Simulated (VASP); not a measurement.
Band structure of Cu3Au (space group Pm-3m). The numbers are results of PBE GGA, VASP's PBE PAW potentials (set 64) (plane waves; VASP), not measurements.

Unless said otherwise, spin-orbit coupling is left out, though it shifts the bands of the heavy elements here.

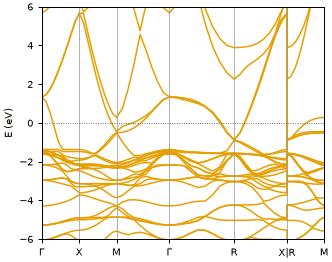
Figure. Bands along high-symmetry lines, zero at the valence-band maximum or, without a gap, the Fermi level

Task: Read the plot: is there a gap, and where are the band edges?

Result: It has no gap at this level: it comes out as a metal or semimetal.

The structure comes from a computed database's Cu3Au entry; how it stands against other phases isn't given here. The cell was not relaxed at this level.
